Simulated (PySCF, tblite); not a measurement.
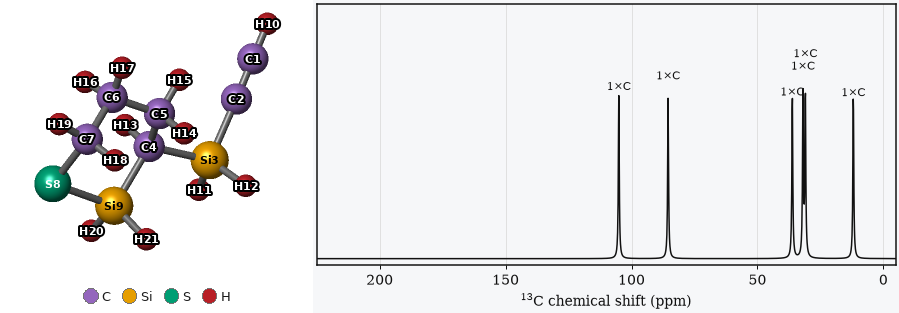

Spectrum and numbered structure of C₆H₁₂SSi₂, SMILES C#C[SiH2][C@@H]1CCCS[SiH2]1. GIAO shifts, PBE0/pcSseg-1, PySCF 2.14.0, at a GFN2-xTB geometry (a minimum by its frequencies), against TMS for ¹³C computed at the same level. Gas phase, fully decoupled, line heights follow the number of nuclei, widths are arbitrary (no quadrupolar broadening); values of one conformer, averaged over methyl-type rotors and exact or near symmetry; other conformers aren't averaged in.

### Which ¹³C nuclei are the least shielded, and which the most?

Least shielded: C1 at 105.1 ppm. Most shielded: C4 at 11.9 ppm.

Known limits of this run: the tight-binding geometry is rougher than a DFT one and adds to the error.
